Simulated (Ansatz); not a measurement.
**Run report: CoH$_{23}$C$_{40}$, geometry relaxation (part 3 of 3)**

The same run, continued: CoH$_{23}$C$_{40}$ (slab, 64 atoms in the cell); DFT PBEsol, scalar-relativistic, plane waves, PAW, PAW set soft_1, spin-polarised (Ansatz 0.2.0); cutoff 420 eV, 2×1×1 k-mesh, Gaussian smearing of 0.05 eV, collinear spins. The input holds or restrains some coordinates. It belongs to a series of runs on one base structure; here: end point B relaxed.

Output, continued:
```
  atom  61  H     -0.00003894     0.00008378    -0.00027809
  atom  62  H      0.00005082     0.00024310    -0.00076315
  atom  63  H      0.00011971     0.00057383    -0.00026980
  atom  64  Co     0.00024133    -0.00087484     0.00270960
  max |Σ_I F_I| component: 2.42e-4 eV/Å
--- Band table (eV) ---
  k-point 0 ↑: bands = ["-93.5974", "-57.1060", "-57.0437", "-56.9983", "-19.3161", "-18.7160", "-17.5161", "-17.0594", "-16.3300", "-15.0734", "-15.0345", "-14.7360", "-14.6871", "-14.6778", "-14.5546", "-14.0486", "-13.5901", "-13.5323", "-13.2745", "-13.1509", "-13.0541", "-12.7894", "-12.3259", "-12.1829", "-11.9356", "-11.2660", "-10.7344", "-10.7092", "-10.6881", "-10.5693", "-10.1049", "-10.0540", "-10.0088", "-9.8081", "-9.4290", "-9.3547", "-9.2417", "-9.0988", "-9.0192", "-8.8048",
      "-8.6682", "-8.3615", "-8.2098", "-8.0286", "-7.9838", "-7.7034", "-7.4841", "-5.9982", "-5.9059", "-5.7441", "-5.6389", "-5.4705", "-5.3746", "-5.1297", "-5.1232", "-5.0396", "-5.0270", "-4.9465", "-4.8266", "-4.6134", "-4.3566", "-4.2608", "-4.1790", "-4.0489", "-3.9596", "-3.9301", "-3.9091", "-3.7099", "-3.6662", "-3.4602", "-3.2874", "-3.1229", "-3.0458", "-2.7932", "-2.3942", "-2.3731", "-2.1110", "-2.0627", "-2.0150", "-1.8178",
      "-1.7628", "-1.6050", "-1.5732", "-1.3377", "-1.3070", "-1.2438", "-1.0858", "-0.9662", "-0.7961", "-0.6896", "-0.5848", "-0.5157", "-0.4248", "-0.2681", "0.2201", "0.3131", "0.6965", "1.3451", "1.6392", "1.8354", "1.8871", "2.6365", "3.8764", "4.5269", "4.7924", "4.8963", "4.9024", "5.1369", "5.5650", "5.6700", "5.7520", "5.8176", "5.8435", "6.0248", "6.1224", "6.2046", "6.3205", "6.4149", "6.6629", "6.7390",
      "6.8901", "6.9730", "7.0545", "7.2264", "7.3595", "7.4739", "7.4860", "7.5681", "7.6533", "7.7869", "8.2057", "8.2485", "8.3032", "8.3769", "8.3831", "8.4150", "8.6649", "8.6948", "8.8592", "8.9128", "9.0116", "9.0476", "9.0827", "9.1507", "9.2423", "9.4447", "9.4654", "9.5679", "9.6327", "9.7107", "9.7386", "9.7807", "9.7925", "9.8168", "9.8306", "9.8758", "9.9863", "10.0036", "10.0879", "10.1143",
      "10.1228", "10.1996", "10.2737", "10.3265", "10.3540"]
  k-point 1 ↑: bands = ["-93.5974", "-57.1060", "-57.0437", "-56.9983", "-18.1752", "-18.1675", "-17.5889", "-17.5739", "-16.3806", "-16.3787", "-15.9373", "-15.9135", "-15.2206", "-15.1955", "-13.9515", "-13.9429", "-13.6356", "-13.6334", "-13.5503", "-13.5408", "-12.5327", "-12.5301", "-12.4926", "-12.4310", "-12.0326", "-11.9714", "-11.1591", "-11.1176", "-9.9187", "-9.8938", "-9.5909", "-9.5483", "-9.2502", "-9.2384", "-8.5749", "-8.5626", "-8.4320", "-8.3094", "-7.4468", "-7.4363",
      "-7.3303", "-7.2417", "-7.0230", "-7.0215", "-7.0032", "-6.9994", "-6.9713", "-6.7877", "-6.4306", "-6.4279", "-6.3684", "-6.1765", "-5.4706", "-5.4583", "-5.3490", "-5.3426", "-5.2197", "-5.1261", "-4.8297", "-4.8247", "-4.6376", "-4.6335", "-4.3834", "-4.3022", "-3.9209", "-3.8808", "-3.7672", "-3.7139", "-3.5828", "-3.5659", "-3.3570", "-3.3562", "-3.1884", "-3.0553", "-2.9273", "-2.8737", "-2.8537", "-2.8092", "-2.7128", "-2.5680",
      "-2.2209", "-2.1877", "-2.1048", "-2.0527", "-1.8612", "-1.6844", "-1.5932", "-1.4250", "-1.1302", "-1.1144", "-0.7425", "-0.6994", "-0.5557", "-0.4355", "-0.4178", "-0.3854", "-0.2748", "-0.2143", "0.2090", "0.2921", "0.8783", "3.0052", "4.1778", "5.0313", "5.1587", "5.1626", "5.7131", "5.7479", "5.9238", "5.9807", "6.0137", "6.0140", "6.1983", "6.3191", "6.3498", "6.5591", "6.6276", "6.6384", "6.7110", "7.0375",
      "7.1635", "7.2153", "7.3574", "7.3939", "7.4255", "7.5340", "7.5464", "7.6762", "7.7073", "7.8886", "8.0444", "8.0728", "8.0795", "8.3148", "8.3355", "8.4128", "8.4654", "8.5292", "8.6086", "8.6566", "8.7010", "8.7953", "8.8436", "9.0874", "9.3103", "9.3689", "9.3745", "9.3857", "9.4064", "9.4299", "9.4502", "9.5063", "9.5136", "9.7353", "9.8034", "9.8807", "9.8863", "10.1733", "10.2337", "10.3068",
      "10.6027", "10.7312", "10.7624", "10.9561", "11.0359"]
  k-point 0 ↓: bands = ["-91.4507", "-55.1000", "-54.8763", "-54.8520", "-19.3138", "-18.7143", "-17.5119", "-17.0559", "-16.3262", "-15.0708", "-15.0301", "-14.7330", "-14.6836", "-14.6734", "-14.5525", "-14.0464", "-13.5850", "-13.5292", "-13.2703", "-13.1465", "-13.0503", "-12.7871", "-12.3229", "-12.1788", "-11.9295", "-11.2596", "-10.7271", "-10.7057", "-10.6852", "-10.5651", "-10.1001", "-10.0524", "-10.0057", "-9.8010", "-9.4256", "-9.3502", "-9.2401", "-9.0946", "-9.0143", "-8.7997",
      "-8.6639", "-8.3564", "-8.2064", "-8.0259", "-7.9771", "-7.7014", "-7.4770", "-5.9921", "-5.9033", "-5.7386", "-5.6361", "-5.4671", "-5.3692", "-5.1250", "-5.1197", "-5.0354", "-5.0198", "-4.9397", "-4.8208", "-4.6009", "-4.3550", "-4.2551", "-4.1763", "-4.0410", "-3.9505", "-3.9152", "-3.9047", "-3.7009", "-3.6638", "-3.4496", "-3.2737", "-3.1184", "-3.0374", "-2.7337", "-2.3841", "-2.3626", "-2.1051", "-2.0304", "-1.9870", "-1.7548",
      "-1.7456", "-1.5927", "-1.5534", "-1.2992", "-1.2447", "-1.2395", "-1.0835", "-0.7684", "-0.6901", "-0.5955", "-0.4446", "-0.3719", "1.2875", "1.3381", "1.3632", "1.4430", "1.6480", "1.8248", "1.8898", "2.0793", "2.2526", "2.9805", "3.8730", "4.5744", "4.8105", "4.8958", "4.9045", "5.0875", "5.6049", "5.6776", "5.7578", "5.8400", "5.8442", "6.0370", "6.1768", "6.2066", "6.2862", "6.3892", "6.6623", "6.7370",
      "6.9044", "6.9754", "7.0497", "7.2125", "7.3508", "7.4879", "7.4966", "7.5728", "7.6766", "7.8159", "8.2016", "8.2562", "8.3285", "8.3808", "8.3922", "8.4248", "8.6833", "8.6944", "8.8683", "8.9206", "9.0161", "9.0416", "9.0846", "9.1538", "9.2485", "9.4568", "9.4953", "9.5757", "9.6364", "9.7123", "9.7405", "9.7842", "9.7938", "9.8143", "9.8334", "9.8793", "9.9562", "9.9932", "10.0796", "10.1195",
      "10.1259", "10.1881", "10.2731", "10.3092", "10.3493"]
  k-point 1 ↓: bands = ["-91.4507", "-55.1000", "-54.8763", "-54.8520", "-18.1731", "-18.1648", "-17.5877", "-17.5717", "-16.3763", "-16.3745", "-15.9342", "-15.9095", "-15.2172", "-15.1911", "-13.9474", "-13.9381", "-13.6321", "-13.6297", "-13.5460", "-13.5361", "-12.5284", "-12.5233", "-12.4897", "-12.4274", "-12.0296", "-11.9668", "-11.1545", "-11.1118", "-9.9155", "-9.8902", "-9.5882", "-9.5449", "-9.2487", "-9.2363", "-8.5716", "-8.5567", "-8.4301", "-8.3056", "-7.4447", "-7.4324",
      "-7.3288", "-7.2340", "-7.0198", "-7.0178", "-6.9974", "-6.9956", "-6.9670", "-6.7829", "-6.4263", "-6.4227", "-6.3658", "-6.1684", "-5.4635", "-5.4538", "-5.3462", "-5.3364", "-5.2161", "-5.1188", "-4.8279", "-4.8179", "-4.6326", "-4.6280", "-4.3806", "-4.2915", "-3.9050", "-3.8774", "-3.7616", "-3.7067", "-3.5714", "-3.5589", "-3.3544", "-3.3327", "-3.1861", "-3.0454", "-2.9197", "-2.8569", "-2.8476", "-2.7985", "-2.7105", "-2.5230",
      "-2.2180", "-2.1725", "-2.0498", "-2.0458", "-1.8581", "-1.6634", "-1.5831", "-1.2243", "-1.1201", "-1.0416", "-0.5664", "-0.4777", "-0.4009", "-0.3568", "-0.3037", "-0.2241", "1.2719", "1.3384", "1.5682", "2.0322", "2.2420", "3.3772", "4.2143", "5.1455", "5.1603", "5.1758", "5.7258", "5.7486", "5.9283", "5.9851", "6.0148", "6.0149", "6.2060", "6.2802", "6.3090", "6.5681", "6.5976", "6.6351", "6.7060", "7.0614",
      "7.1430", "7.2188", "7.3292", "7.3644", "7.4226", "7.5380", "7.5517", "7.6258", "7.6534", "7.8804", "8.0418", "8.0548", "8.0741", "8.3147", "8.3281", "8.4159", "8.4675", "8.4989", "8.5719", "8.6347", "8.6610", "8.7948", "8.8222", "9.0977", "9.3077", "9.3711", "9.3785", "9.3882", "9.4021", "9.4368", "9.4654", "9.4803", "9.5463", "9.7456", "9.7940", "9.8592", "9.8795", "10.1931", "10.2383", "10.3366",
      "10.5933", "10.7428", "10.7701", "10.9882", "11.0274"]
--- Relaxed structure (17 steps of the walk, 16 accepted, 0 SCFs on fresh bases) ---
  F+E_penalty+E_count = -15288.98470222 eV   max|allowed force component| = 6.484e-3 eV/Å
  atoms:
    - { symbol: H, position: [0.4277868799999999, 0.0, 0.05514028] }
    - { symbol: H, position: [0.07221316, 0.0, 0.05514028] }
    - { symbol: H, position: [0.9277869199999998, 0.0, 0.05514028] }
    - { symbol: H, position: [0.5722132, 0.0, 0.05514028] }
    - { symbol: H, position: [0.4277868799999999, 0.25, 0.05514028] }
[...]
    - { symbol: H, position: [0.07221316, 0.25, 0.05514028] }
    - { symbol: H, position: [0.9277869199999998, 0.25, 0.05514028] }
    - { symbol: H, position: [0.5722132, 0.25, 0.05514028] }
    - { symbol: H, position: [0.4277868799999999, 0.49999999000000006, 0.05514028] }
    - { symbol: H, position: [0.07221316, 0.49999999000000006, 0.05514028] }
    - { symbol: H, position: [0.9277869199999998, 0.49999999000000006, 0.05514028] }
    - { symbol: H, position: [0.5722132, 0.49999999000000006, 0.05514028] }
    - { symbol: H, position: [0.4277868799999999, 0.7499999900000001, 0.05514028] }
    - { symbol: H, position: [0.07221316, 0.7499999900000001, 0.05514028] }
    - { symbol: H, position: [0.9277869199999998, 0.7499999900000001, 0.05514028] }
    - { symbol: H, position: [0.5722132, 0.7499999900000001, 0.05514028] }
    - { symbol: C, position: [0.25000002, 0.0, 0.09013782] }
    - { symbol: C, position: [0.75000006, 0.0, 0.09013782] }
    - { symbol: C, position: [0.25000002, 0.25, 0.09013782] }
    - { symbol: C, position: [0.75000006, 0.25, 0.09013782] }
    - { symbol: C, position: [0.25000002, 0.49999999000000006, 0.09013782] }
    - { symbol: C, position: [0.75000006, 0.49999999000000006, 0.09013782] }
    - { symbol: C, position: [0.25000002, 0.7499999900000001, 0.09013782] }
    - { symbol: C, position: [0.75000006, 0.7499999900000001, 0.09013782] }
    - { symbol: C, position: [0.25000002, 0.125, 0.13935053] }
    - { symbol: C, position: [0.75000006, 0.125, 0.13935053] }
    - { symbol: C, position: [0.25000002, 0.37499999, 0.13935053] }
    - { symbol: C, position: [0.75000006, 0.37499999, 0.13935053] }
    - { symbol: C, position: [0.25000002, 0.62499999, 0.13935053] }
    - { symbol: C, position: [0.75000006, 0.62499999, 0.13935053] }
    - { symbol: C, position: [0.25000002, 0.8749999900000001, 0.13935053] }
    - { symbol: C, position: [0.75000006, 0.8749999900000001, 0.13935053] }
    - { symbol: C, position: [0.0007462350412373265, 0.12516933662212576, 0.18460821230873814] }
    - { symbol: C, position: [0.49940090152782834, 0.12512560808704803, 0.18464182246537714] }
    - { symbol: C, position: [-0.00014969479979280186, 0.37503109882697916, 0.19202630752578223] }
    - { symbol: C, position: [0.5001439722320596, 0.37500657027668877, 0.19203404364398838] }
    - { symbol: C, position: [1.1348296193222776e-5, 0.6249913783237138, 0.18457103661741867] }
    - { symbol: C, position: [0.5000531327402943, 0.6249622620600435, 0.18456148513786955] }
    - { symbol: C, position: [0.00034056157053522477, 0.8750422697972708, 0.19227196395883417] }
    - { symbol: C, position: [0.4999207844947949, 0.8749995601565737, 0.19224410972966036] }
    - { symbol: C, position: [6.64675266167704e-5, 0.008085278092069628, 0.23803457046937673] }
    - { symbol: C, position: [0.4996597724646321, 0.007958587479258298, 0.23808298882438317] }
    - { symbol: C, position: [-2.692548152141112e-5, 0.2417805201587265, 0.23790970728770666] }
    - { symbol: C, position: [0.4999695422286066, 0.24174393500027486, 0.23794313263327413] }
    - { symbol: C, position: [-7.847752997808232e-5, 0.5083338383736083, 0.23790944251880045] }
    - { symbol: C, position: [0.5001317871333353, 0.508314512055733, 0.23790654902926672] }
    - { symbol: C, position: [-0.00015160476471241672, 0.7415898189538642, 0.23799291272244974] }
    - { symbol: C, position: [0.5000327333818726, 0.7415402718051705, 0.23797205710776104] }
    - { symbol: C, position: [0.24987481523275093, 0.043906240889793634, 0.28312087630597205] }
    - { symbol: C, position: [0.7502903326725343, 0.04470439834002412, 0.2818949358574115] }
    - { symbol: C, position: [0.24987582939851544, 0.20710491306614048, 0.28250726067818965] }
    - { symbol: C, position: [0.750028657549992, 0.20539448354228498, 0.2822887129002755] }
    - { symbol: C, position: [0.25004482276973755, 0.5440533264927409, 0.2823356332449774] }
    - { symbol: C, position: [0.7500222490032494, 0.5444055783404363, 0.2824350828270942] }
    - { symbol: C, position: [0.24999775376905722, 0.7050783411276061, 0.28219562584673635] }
    - { symbol: C, position: [0.7499728465367757, 0.7056103443978561, 0.2824890636608236] }
    - { symbol: H, position: [0.7507108434043713, 0.0027134952016688433, 0.3384458001986023] }
    - { symbol: H, position: [0.24985443542754643, 0.2513332128026942, 0.33815764572307927] }
    - { symbol: H, position: [0.7500263293943573, 0.2467192870557994, 0.3386220847687451] }
    - { symbol: H, position: [0.2500487270965673, 0.5018630587322973, 0.338465331666667] }
    - { symbol: H, position: [0.7500205906353528, 0.5019668355312513, 0.3385153140192453] }
    - { symbol: H, position: [0.24955792948266506, 0.7487211291318381, 0.33849781879682755] }
    - { symbol: H, position: [0.749827513882904, 0.7488070805999817, 0.3384770701267536] }
    - { symbol: Co, position: [0.25553042710250956, 0.9749701971792372, 0.3796543295845113] }
```

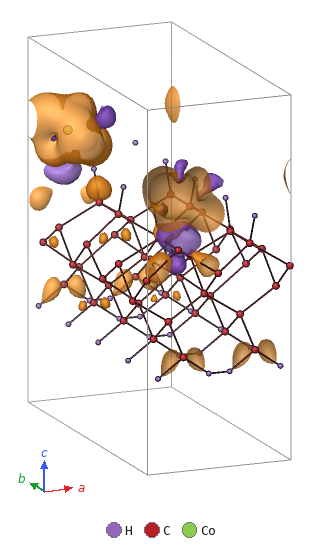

Isosurfaces of the magnetisation density (up minus down) at +0.008 (orange) and −0.008 e/Å³ (purple), seen slightly off an axis. Sticks mark near contacts. The spin density sits on Co: +1.7 μB in one cell of 64 atoms: a single local moment. The cell of the calculation (64 atoms) carries 2.0 μB net. In a PAW calculation such maps are meaningful between the atoms, not at the nuclei.

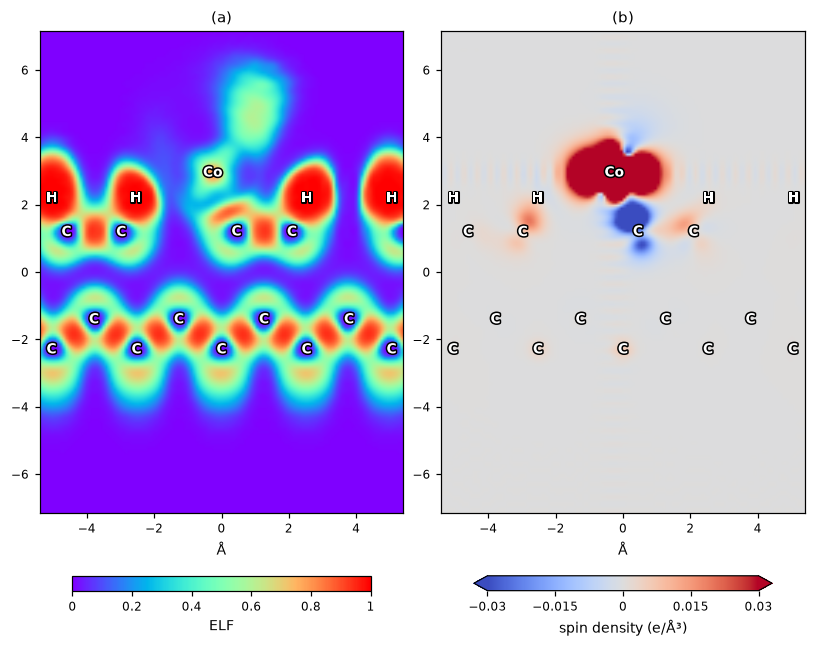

(a) ELF; (b) magnetisation density (up minus down) on the (100) plane of the calculation cell, a cut from vacuum to vacuum. Atoms in the plane: C, H and Co. Co–C (1.88 Å): the ELF is about 0.50 at the midpoint. C–C (1.55 Å): the ELF peaks at about 0.95 between the atoms (a covalent bond). C–C (1.65 Å): the ELF peaks at about 0.95 between the atoms (localised, shared-pair bonding). The strong features right at Co lie inside the PAW spheres (semicore, d or f shells) and say nothing about bonding. The spin density sits on Co: +1.7 μB in one cell of 64 atoms: a single local moment. The cell of the calculation (64 atoms) carries 2.0 μB net.

Results in brief:

```json
{"quantity": "outcome", "value": "converged under the restraints of the input"}
{"quantity": "electrons treated", "value": "200"}
{"quantity": "free energy", "value": "−15288.9847 eV"}
{"quantity": "Fermi energy", "value": "1.965 eV"}
{"quantity": "net moment of the cell", "value": "1.99 μB"}
{"quantity": "integrated absolute moment", "value": "2.24 μB"}
{"quantity": "final volume", "value": "924.54 Å³"}
{"quantity": "largest force (length of the vector) at the end, held atoms and coordinates included", "value": "8.982 eV/Å"}
{"quantity": "wall time", "value": "5.5 min (CPU time 21 min)"}
{"quantity": "peak memory", "value": "2.8 GiB"}
```

The electronic state found may not be the lowest one. Warnings of the run: the PAW datasets were made with another functional; the exchange-correlation potential is rough where the density is thin. The k-point mesh is coarse for a cell of this size, so the results may not be converged.
